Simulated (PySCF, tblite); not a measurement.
# C₂H₈OS₂Si₂: a rotation path, then NMR shifts on frames

How do NMR shifts of C₂H₈OS₂Si₂ (`[SiH3]O[SiH]1SCCS1`) change as the atoms move?

Computed with tblite 0.8.0 and PySCF 2.14.0, with density-fitted response routines of our own, on a single molecule in the gas phase. Atoms count from 0, in the outputs and in this text.

## Step 1: The molecule as given

15 atoms, charge 0, multiplicity 1; geometry from: GFN2-xTB.

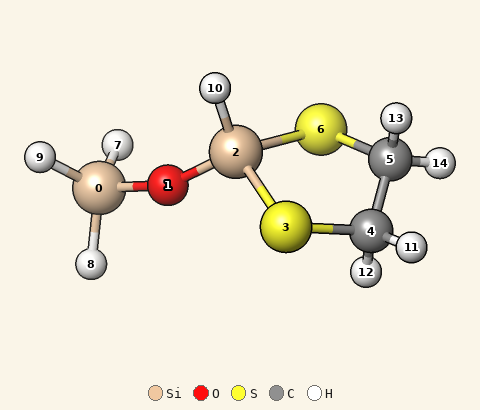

The starting geometry (silicon light orange, oxygen red, sulfur yellow, carbon grey, hydrogen white), atoms numbered; sticks join atoms by distance.

## Step 2: A band between two rotamers with GFN2-xTB

Job settings and geometry (Å):

```
{"job": {"kind": "neb", "xc": "GFN2-xTB", "basis": "xTB", "atoms": [3, 2, 1, 0], "turn": 120}, "charge": 0, "multiplicity": 1}
Si     3.270700    -0.575385    -0.119632
O      1.779654     0.071109    -0.283248
Si     0.415630     0.767224     0.171709
S     -0.942786     1.030274    -1.457511
C     -2.238207    -0.082582    -0.798187
C     -2.315943    -0.014730     0.709602
S     -0.723639    -0.492403     1.465603
H      3.313064    -1.246689     1.175424
H      3.373230    -1.484741    -1.253957
H      4.180736     0.563954    -0.183878
H      0.694975     2.046260     0.796347
H     -3.177579     0.241227    -1.245195
H     -2.010310    -1.095111    -1.132225
H     -2.561259     0.992650     1.046571
H     -3.062679    -0.713067     1.086665
```

Level: GFN2-xTB climbing-image nudged elastic band, gas phase.

On the command line:

```console
$ OMP_NUM_THREADS=1 python probes_run.py task.json out
```

One launch serves the whole session: the jobs run in the order shown.

Output:

```text
image   E - E0 / eV
  0       0.0000
  1       0.0004
  2      -0.0001
  3      -0.0004
  4      -0.0010
  5      -0.0020
  6      -0.0037
  7      -0.0059
  8      -0.0104
```

Wall time 4.8 s (1 thread of Arm Neoverse N1, shared host); peak memory 0.18 GiB.

The final band, with the dihedral S3–Si2–O1–Si0:

```tsv
image	dihedral (°)	energy (eV)	energy (kcal/mol)
0	-178	0.000	0.0
1	-167	0.000	0.0
2	-153	0.000	0.0
3	-137	0.000	0.0
4	-122	-0.001	0.0
5	-106	-0.002	0.0
6	-91	-0.004	-0.1
7	-76	-0.006	-0.1
8	-60	-0.010	-0.2
```

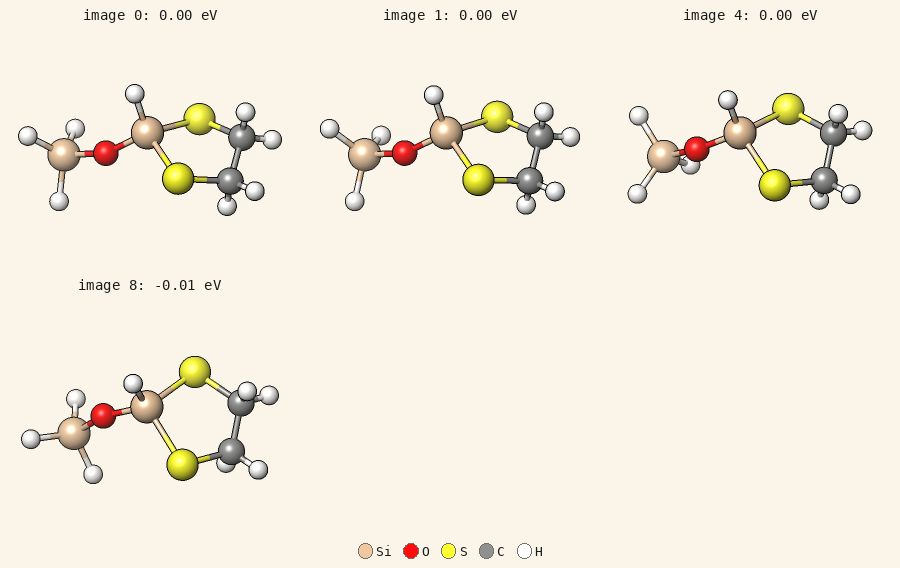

Images along the band.

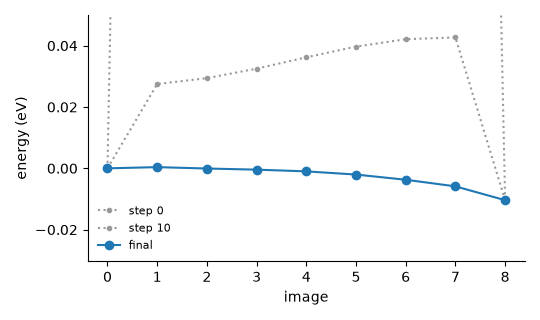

Energy along the band, early and final.

## Step 3: Shielding tensors: image 0, PBE0/pcSseg-1

Job settings and geometry (Å):

```
{"job": {"kind": "nmr", "xc": "PBE0", "basis": "pcSseg-1", "pop": false}, "charge": 0, "multiplicity": 1}
Si     3.270700    -0.575400    -0.119600
O      1.779700     0.071100    -0.283200
Si     0.415600     0.767200     0.171700
S     -0.942800     1.030300    -1.457500
C     -2.238200    -0.082600    -0.798200
C     -2.315900    -0.014700     0.709600
S     -0.723600    -0.492400     1.465600
H      3.313100    -1.246700     1.175400
H      3.373200    -1.484700    -1.254000
H      4.180700     0.564000    -0.183900
H      0.695000     2.046300     0.796300
H     -3.177600     0.241200    -1.245200
H     -2.010300    -1.095100    -1.132200
H     -2.561300     0.992600     1.046600
H     -3.062700    -0.713100     1.086700
```

Level: GIAO PBE0/pcSseg-1 NMR shielding, non-relativistic, gas phase.

Output:

```text
coarse grid: 14720 points
cycle   1  E = -1530.8158120228  dE =  8.624e-01  |g| = 7.633e-01  |ddm| = 3.724e+00
cycle   2  E = -1530.6389115079  dE =  1.769e-01  |g| = 1.236e+00  |ddm| = 1.603e+00
cycle   3  E = -1530.9200256112  dE = -2.811e-01  |g| = 1.074e-01  |ddm| = 1.109e+00
cycle   4  E = -1530.9224095757  dE = -2.384e-03  |g| = 4.142e-02  |ddm| = 1.702e-01
cycle   5  E = -1530.9228215177  dE = -4.119e-04  |g| = 8.464e-03  |ddm| = 5.929e-02
cycle   6  E = -1530.9228406573  dE = -1.914e-05  |g| = 3.100e-03  |ddm| = 1.540e-02
cycle   7  E = -1530.9228431467  dE = -2.489e-06  |g| = 7.964e-04  |ddm| = 4.084e-03
final grid: 123944 points
cycle   8  E = -1530.9777868488  dE = -1.943e-05  |g| = 9.645e-03  |ddm| = 2.465e-02
cycle   9  E = -1530.9777641464  dE =  2.270e-05  |g| = 1.412e-02  |ddm| = 1.819e-02
cycle  10  E = -1530.9778051218  dE = -4.098e-05  |g| = 1.110e-03  |ddm| = 1.186e-02
cycle  11  E = -1530.9778053989  dE = -2.771e-07  |g| = 2.049e-04  |ddm| = 1.378e-03
cycle  12  E = -1530.9778054083  dE = -9.445e-09  |g| = 7.846e-05  |ddm| = 3.117e-04
cycle  13  E = -1530.9778054097  dE = -1.395e-09  |g| = 2.153e-05  |ddm| = 8.755e-05
cycle  14  E = -1530.9778054098  dE = -1.091e-10  |g| = 5.076e-06  |ddm| = 2.580e-05
converged SCF energy = -1530.9778054098

GIAO shielding tensors (ppm)
atom      isotropic    diamagn.    paramagn.     s11        s22        s33       span
  0 Si     388.570     879.281    -490.711    355.184    358.687    451.837     96.653
  1 O      289.954     398.232    -108.278    229.200    318.387    322.276     93.076
  2 Si     338.008     878.667    -540.659    287.531    352.019    374.474     86.943
  3 S      583.396    1058.517    -475.121    449.258    600.809    700.121    250.863
  4 C      147.192     251.107    -103.915    119.713    154.764    167.098     47.385
  5 C      144.768     252.805    -108.038    108.111    154.156    172.036     63.925
  6 S      599.843    1059.451    -459.608    519.492    536.707    743.330    223.837
  7 H       26.602      28.964      -2.362     22.603     25.695     31.508      8.905
  8 H       26.520      28.647      -2.127     22.577     25.054     31.929      9.352
  9 H       26.494      27.784      -1.290     22.670     24.817     31.995      9.325
 10 H       25.573      28.722      -3.149     21.510     23.471     31.739     10.229
 11 H       28.792      29.402      -0.610     22.308     26.793     37.275     14.967
 12 H       28.745      31.290      -2.545     23.487     26.598     36.149     12.661
 13 H       28.994      30.624      -1.630     23.300     26.953     36.728     13.427
 14 H       28.673      29.948      -1.275     21.731     26.736     37.551     15.820
```

It took 40 s on 1 thread of Arm Neoverse N1, shared host; peak memory 0.84 GiB.

Shifts follow as δ = σ(reference) − σ, with reference shieldings (ppm) from runs at the same level and on the same kind of geometry: ¹H TMS 31.72, ¹³C TMS 186.9, ²⁹Si TMS 349.2, ¹⁷O H2O 336.1, ³³S CS2 504. The references are single molecules in the gas phase, so shifts against H2O, NH3, PH3, H3PO4 or CFCl3 are not on the usual liquid scales and can be off by tens of ppm. Each atom is listed at this fixed geometry, with no averaging over motion; a spectrum would average atoms that exchange fast.

```tsv
atoms	environment	σ (ppm)	δ (ppm)
C5	sp3 CH2 bonded to S	144.8	42.2
C4	sp3 CH2 bonded to S	147.2	39.7
H10	hydrogen on a silicon bonded to O, 2 S, in a 5-membered ring	25.57	6.14
H9	hydrogen on a silicon bonded to O	26.49	5.22
H8	hydrogen on a silicon bonded to O	26.52	5.20
H7	hydrogen on a silicon bonded to O	26.60	5.11
H14	hydrogen on an sp3 CH2 bonded to S	28.67	3.04
H12	hydrogen on an sp3 CH2 bonded to S	28.74	2.97
H11	hydrogen on an sp3 CH2 bonded to S	28.79	2.92
H13	hydrogen on an sp3 CH2 bonded to S	28.99	2.72
Si2	silicon bonded to O, 2 S, H, in a 5-membered ring	338.0	11.2
Si0	silicon bonded to O, 3 H	388.6	-39.4
O1	oxygen bonded to 2 Si	290.0	46.1
S3	sulfur bonded to C, Si, in a 5-membered ring	583	-80
S6	sulfur bonded to C, Si, in a 5-membered ring	600	-96
```

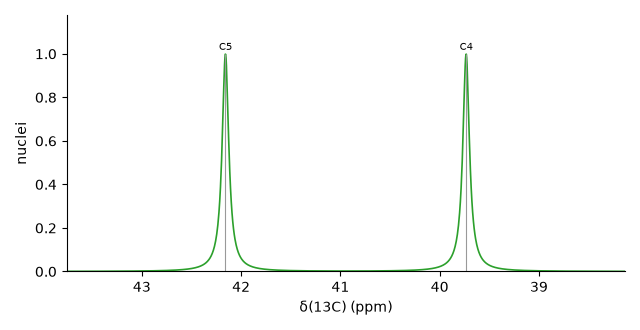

¹³C lines at the computed shifts, without couplings. Lines are broadened to a width of 0.08 ppm (Lorentzian).

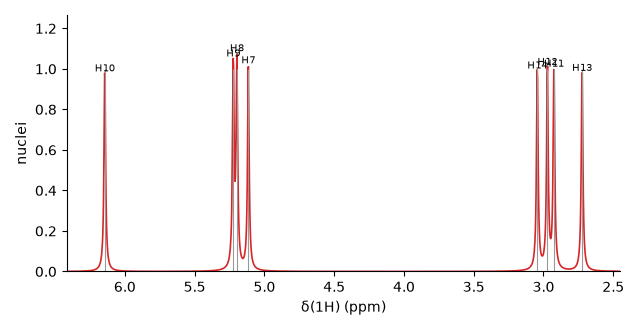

¹H lines at the computed shifts, without couplings. Lines are broadened to a width of 0.01 ppm (Lorentzian).

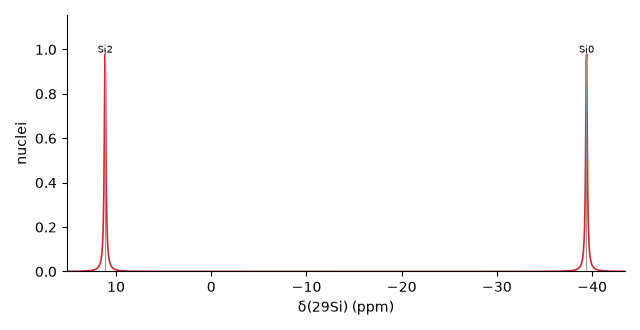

²⁹Si lines at the computed shifts, without couplings. Lines are broadened to a width of 0.20 ppm (Lorentzian).

Ring of atoms Si2, S3, C4, C5, S6: NICS(0) -8.8, NICS(1) -5.1, NICS(1)zz -2.5 ppm (means of both faces).

## Step 4: NMR shieldings: image 1, PBE0/pcSseg-1

Job settings and geometry (Å):

```
{"job": {"kind": "nmr", "xc": "PBE0", "basis": "pcSseg-1", "pop": false}, "charge": 0, "multiplicity": 1}
Si     3.237500    -0.593900    -0.115000
O      1.785400     0.125900    -0.323800
Si     0.417300     0.818200     0.126700
S     -0.969100     0.994400    -1.491100
C     -2.224100    -0.130000    -0.775800
C     -2.283900     0.003100     0.728400
S     -0.675900    -0.415400     1.484800
H      3.123900    -1.459100     1.055900
H      3.438100    -1.309700    -1.369500
H      4.176900     0.504200     0.092100
H      0.675800     2.127700     0.695000
H     -3.177200     0.152800    -1.221100
H     -1.975100    -1.148400    -1.074000
H     -2.537800     1.023100     1.016700
H     -3.016400    -0.684800     1.148800
```

Level: GIAO PBE0/pcSseg-1 NMR shielding, non-relativistic, gas phase.

Output:

```text
coarse grid: 14720 points
cycle   1  E = -1530.8155029710  dE =  8.634e-01  |g| = 7.634e-01  |ddm| = 3.724e+00
cycle   2  E = -1530.6373242065  dE =  1.782e-01  |g| = 1.239e+00  |ddm| = 1.603e+00
cycle   3  E = -1530.9198190387  dE = -2.825e-01  |g| = 1.080e-01  |ddm| = 1.111e+00
cycle   4  E = -1530.9222342135  dE = -2.415e-03  |g| = 4.163e-02  |ddm| = 1.714e-01
cycle   5  E = -1530.9226504844  dE = -4.163e-04  |g| = 8.486e-03  |ddm| = 5.957e-02
cycle   6  E = -1530.9226697419  dE = -1.926e-05  |g| = 3.093e-03  |ddm| = 1.546e-02
cycle   7  E = -1530.9226722218  dE = -2.480e-06  |g| = 7.926e-04  |ddm| = 4.084e-03
final grid: 123944 points
cycle   8  E = -1530.9777157544  dE = -1.905e-05  |g| = 9.624e-03  |ddm| = 2.467e-02
cycle   9  E = -1530.9776931129  dE =  2.264e-05  |g| = 1.411e-02  |ddm| = 1.808e-02
cycle  10  E = -1530.9777338908  dE = -4.078e-05  |g| = 1.110e-03  |ddm| = 1.180e-02
cycle  11  E = -1530.9777341667  dE = -2.758e-07  |g| = 2.046e-04  |ddm| = 1.373e-03
cycle  12  E = -1530.9777341761  dE = -9.429e-09  |g| = 7.844e-05  |ddm| = 3.136e-04
cycle  13  E = -1530.9777341775  dE = -1.407e-09  |g| = 2.105e-05  |ddm| = 8.619e-05
cycle  14  E = -1530.9777341776  dE = -9.913e-11  |g| = 4.997e-06  |ddm| = 2.529e-05
converged SCF energy = -1530.9777341776

GIAO shielding tensors (ppm)
atom      isotropic    diamagn.    paramagn.     s11        s22        s33       span
  0 Si     388.801     879.265    -490.464    355.172    359.695    451.535     96.363
  1 O      288.194     398.597    -110.403    225.430    318.611    320.541     95.111
  2 Si     337.703     878.654    -540.951    286.944    350.715    375.451     88.508
  3 S      581.610    1058.486    -476.876    446.143    599.473    699.212    253.069
  4 C      147.199     251.106    -103.907    120.407    154.150    167.039     46.632
  5 C      144.725     252.886    -108.161    108.529    153.330    172.316     63.787
  6 S      602.138    1059.519    -457.381    522.629    538.062    745.724    223.095
  7 H       26.566      29.150      -2.584     22.476     25.864     31.358      8.882
  8 H       26.518      28.538      -2.019     22.572     25.012     31.972      9.400
  9 H       26.501      27.796      -1.295     22.689     24.797     32.016      9.326
 10 H       25.561      28.638      -3.078     21.514     23.397     31.770     10.257
 11 H       28.797      29.447      -0.650     22.335     26.770     37.285     14.950
 12 H       28.778      31.330      -2.553     23.596     26.572     36.164     12.568
 13 H       29.027      30.681      -1.653     23.390     26.965     36.725     13.335
 14 H       28.688      30.024      -1.336     21.710     26.764     37.590     15.880
```

Run time: 40 s. Hardware: 1 thread of Arm Neoverse N1, shared host; peak memory 0.86 GiB.

This run: δ C5 42.2, C4 39.7, Si2 11.5, Si0 -39.6, H10 6.16, H9 5.22 ppm.

## Step 5: NMR shieldings: image 4, PBE0/pcSseg-1

Job settings and geometry (Å):

```
{"job": {"kind": "nmr", "xc": "PBE0", "basis": "pcSseg-1", "pop": false}, "charge": 0, "multiplicity": 1}
Si     3.128200    -0.648700    -0.139700
O      1.843800     0.347100    -0.319800
Si     0.419500     0.982400     0.030900
S     -0.978700     0.808000    -1.578100
C     -2.146700    -0.282800    -0.685300
C     -2.217900     0.078000     0.780600
S     -0.583500    -0.101600     1.574700
H      2.628500    -1.935700     0.337100
H      3.695000    -0.690900    -1.482500
H      3.987600     0.011400     0.838000
H      0.601500     2.375100     0.386500
H     -3.117300    -0.144100    -1.159600
H     -1.821100    -1.313800    -0.824400
H     -2.544000     1.109900     0.909500
H     -2.899500    -0.586400     1.310100
```

Method: GIAO PBE0/pcSseg-1 NMR shielding, non-relativistic, gas phase.

Output:

```text
coarse grid: 14720 points
cycle   1  E = -1530.8171851328  dE =  8.602e-01  |g| = 7.629e-01  |ddm| = 3.726e+00
cycle   2  E = -1530.6406282850  dE =  1.766e-01  |g| = 1.236e+00  |ddm| = 1.598e+00
cycle   3  E = -1530.9211317563  dE = -2.805e-01  |g| = 1.086e-01  |ddm| = 1.107e+00
cycle   4  E = -1530.9235877140  dE = -2.456e-03  |g| = 4.165e-02  |ddm| = 1.733e-01
cycle   5  E = -1530.9240047753  dE = -4.171e-04  |g| = 8.537e-03  |ddm| = 5.949e-02
cycle   6  E = -1530.9240241885  dE = -1.941e-05  |g| = 3.156e-03  |ddm| = 1.556e-02
cycle   7  E = -1530.9240267594  dE = -2.571e-06  |g| = 8.063e-04  |ddm| = 4.133e-03
final grid: 123944 points
cycle   8  E = -1530.9783940142  dE = -1.860e-05  |g| = 9.281e-03  |ddm| = 2.472e-02
cycle   9  E = -1530.9783732752  dE =  2.074e-05  |g| = 1.357e-02  |ddm| = 1.750e-02
cycle  10  E = -1530.9784108393  dE = -3.756e-05  |g| = 1.101e-03  |ddm| = 1.136e-02
cycle  11  E = -1530.9784111139  dE = -2.747e-07  |g| = 1.929e-04  |ddm| = 1.375e-03
cycle  12  E = -1530.9784111222  dE = -8.266e-09  |g| = 7.735e-05  |ddm| = 3.020e-04
cycle  13  E = -1530.9784111236  dE = -1.374e-09  |g| = 1.997e-05  |ddm| = 8.286e-05
cycle  14  E = -1530.9784111237  dE = -9.140e-11  |g| = 4.846e-06  |ddm| = 2.357e-05
converged SCF energy = -1530.9784111237

GIAO shielding tensors (ppm)
atom      isotropic    diamagn.    paramagn.     s11        s22        s33       span
  0 Si     389.552     879.198    -489.647    355.807    361.100    451.749     95.942
  1 O      289.949     398.956    -109.007    232.437    317.610    319.801     87.364
  2 Si     337.678     878.545    -540.867    290.875    348.072    374.087     83.213
  3 S      580.100    1058.567    -478.467    445.969    596.101    698.232    252.263
  4 C      147.110     251.268    -104.157    120.238    153.760    167.332     47.094
  5 C      144.679     252.882    -108.203    108.579    153.303    172.156     63.577
  6 S      607.403    1059.597    -452.193    530.104    534.866    757.240    227.136
  7 H       26.473      29.605      -3.132     22.428     25.967     31.023      8.596
  8 H       26.562      28.202      -1.640     22.681     24.915     32.088      9.408
  9 H       26.597      28.104      -1.507     22.790     24.853     32.150      9.360
 10 H       25.591      28.366      -2.774     21.498     23.343     31.932     10.434
 11 H       28.799      29.596      -0.797     22.326     26.775     37.297     14.971
 12 H       28.771      31.596      -2.825     23.694     26.566     36.052     12.359
 13 H       29.035      30.658      -1.623     23.409     26.962     36.733     13.324
 14 H       28.693      30.112      -1.418     21.743     26.753     37.584     15.841
```

Wall time 40 s (1 thread of Arm Neoverse N1, shared host); peak memory 0.87 GiB.

This run: δ C5 42.2, C4 39.8, Si2 11.5, Si0 -40.4, H10 6.13, H7 5.24 ppm.

## Step 6: NMR shieldings: image 8, PBE0/pcSseg-1

Job settings and geometry (Å):

```
{"job": {"kind": "nmr", "xc": "PBE0", "basis": "pcSseg-1", "pop": false}, "charge": 0, "multiplicity": 1}
Si     3.047000    -0.680100    -0.229500
O      1.899400     0.483900    -0.159300
Si     0.422800     1.090200    -0.040200
S     -0.904300     0.455100    -1.595300
C     -2.051800    -0.466500    -0.505400
C     -2.214500     0.217200     0.832500
S     -0.606400     0.367300     1.686800
H      2.504700    -1.805800    -0.987300
H      4.139300    -0.002800    -0.917100
H      3.337800    -1.038700     1.154800
H      0.573800     2.529300    -0.051300
H     -3.004500    -0.513700    -1.032200
H     -1.656900    -1.475200    -0.381700
H     -2.632300     1.217300     0.716200
H     -2.858400    -0.369500     1.487100
```

Level: GIAO PBE0/pcSseg-1 NMR shielding, non-relativistic, gas phase.

Output:

```text
coarse grid: 14720 points
cycle   1  E = -1530.8188547547  dE =  8.482e-01  |g| = 7.623e-01  |ddm| = 3.728e+00
cycle   2  E = -1530.6422946182  dE =  1.766e-01  |g| = 1.235e+00  |ddm| = 1.612e+00
cycle   3  E = -1530.9225286427  dE = -2.802e-01  |g| = 1.092e-01  |ddm| = 1.118e+00
cycle   4  E = -1530.9250257243  dE = -2.497e-03  |g| = 4.178e-02  |ddm| = 1.742e-01
cycle   5  E = -1530.9254460208  dE = -4.203e-04  |g| = 8.574e-03  |ddm| = 5.927e-02
cycle   6  E = -1530.9254654959  dE = -1.948e-05  |g| = 3.217e-03  |ddm| = 1.565e-02
cycle   7  E = -1530.9254681641  dE = -2.668e-06  |g| = 8.208e-04  |ddm| = 4.201e-03
final grid: 123944 points
cycle   8  E = -1530.9803088434  dE = -1.828e-05  |g| = 9.278e-03  |ddm| = 2.323e-02
cycle   9  E = -1530.9802881888  dE =  2.065e-05  |g| = 1.360e-02  |ddm| = 1.763e-02
cycle  10  E = -1530.9803255428  dE = -3.735e-05  |g| = 1.117e-03  |ddm| = 1.138e-02
cycle  11  E = -1530.9803258247  dE = -2.819e-07  |g| = 1.954e-04  |ddm| = 1.388e-03
cycle  12  E = -1530.9803258332  dE = -8.521e-09  |g| = 7.752e-05  |ddm| = 3.072e-04
cycle  13  E = -1530.9803258346  dE = -1.396e-09  |g| = 2.066e-05  |ddm| = 8.483e-05
cycle  14  E = -1530.9803258347  dE = -9.413e-11  |g| = 4.939e-06  |ddm| = 2.365e-05
converged SCF energy = -1530.9803258347

GIAO shielding tensors (ppm)
atom      isotropic    diamagn.    paramagn.     s11        s22        s33       span
  0 Si     390.319     879.144    -488.825    355.816    362.499    452.641     96.824
  1 O      288.462     398.879    -110.417    236.203    308.751    320.432     84.229
  2 Si     338.570     878.434    -539.864    298.126    346.205    371.380     73.254
  3 S      585.380    1058.911    -473.531    455.064    600.778    700.297    245.233
  4 C      146.776     251.580    -104.804    118.586    154.476    167.266     48.680
  5 C      144.596     252.640    -108.044    107.721    154.617    171.451     63.730
  6 S      595.603    1059.288    -463.684    518.122    530.087    738.601    220.480
  7 H       26.475      29.619      -3.144     22.538     25.832     31.055      8.517
  8 H       26.605      27.711      -1.106     22.707     24.740     32.369      9.662
  9 H       26.588      28.935      -2.348     22.670     25.306     31.787      9.117
 10 H       25.690      28.202      -2.513     21.424     23.500     32.146     10.721
 11 H       28.763      29.831      -1.068     22.289     26.781     37.219     14.931
 12 H       28.747      31.960      -3.213     23.480     26.737     36.025     12.545
 13 H       29.000      30.492      -1.492     23.249     26.969     36.784     13.535
 14 H       28.680      30.028      -1.348     21.810     26.720     37.511     15.701
```

Wall time 40 s (1 thread of Arm Neoverse N1, shared host); peak memory 0.87 GiB.

In short: δ C5 42.3, C4 40.1, Si2 10.6, Si0 -41.2, H10 6.03, H7 5.24 ppm.

## Step 7: Comparing the runs: NMR shifts

Shifts (ppm) of some atoms, chosen among heavy atoms and hydrogens apart, with basis size and wall time:

```tsv
frame	H10	H7	Si2	Si0	O1	S3	S6	functions	time
image 0	6.14	5.11	11.2	-39.4	46.1	-80	-96	187	40 s
image 1	6.16	5.15	11.5	-39.6	47.9	-78	-98	187	40 s
image 4	6.13	5.24	11.5	-40.4	46.1	-76	-104	187	40 s
image 8	6.03	5.24	10.6	-41.2	47.6	-82	-92	187	40 s
```

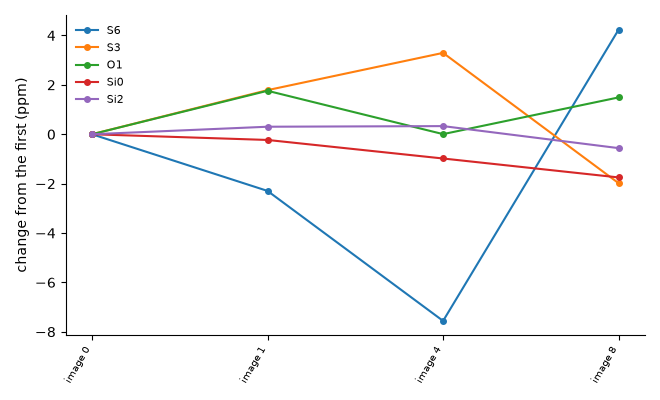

How five of the tabulated atoms move from run to run.

## Step 8: Results

```
                                        quantity                                               value
                                         barrier                  0.000 eV (0.0 kcal/mol) at image 1
                           end to end (GFN2-xTB)                                           -0.010 eV
 ¹³C shifts against TMS (PBE0/pcSseg-1, image 0)                                      42.2, 39.7 ppm
  ¹H shifts against TMS (PBE0/pcSseg-1, image 0)  6.14, 5.22, 5.20, 5.11, 3.04, 2.97, 2.92, 2.72 ppm
²⁹Si shifts against TMS (PBE0/pcSseg-1, image 0)                                     11.2, -39.4 ppm
 ¹⁷O shifts against H2O (PBE0/pcSseg-1, image 0)                                            46.1 ppm
 ³³S shifts against CS2 (PBE0/pcSseg-1, image 0)                                        -80, -96 ppm
                        range of the shift of S6                                     -104 to -92 ppm
```

**Reading.** Along the band the dihedral turns by 118°, and the top (dihedral -167°) lies 0.0 kcal/mol above the start (GFN2-xTB, rough), so at room temperature this motion is fast. Ends this close can change order at a higher level. The top was not checked by a frequency run. Shifts at one fixed geometry are not the observed spectrum, which averages over the motion. In the first frame run (image 0): Shielding is most anisotropic at S3 (span 251 ppm, paramagnetic term -475 ppm). In ppm, S6 moves most: its shift spreads over 12 ppm, from -104 (image 4) to -92 (image 8).
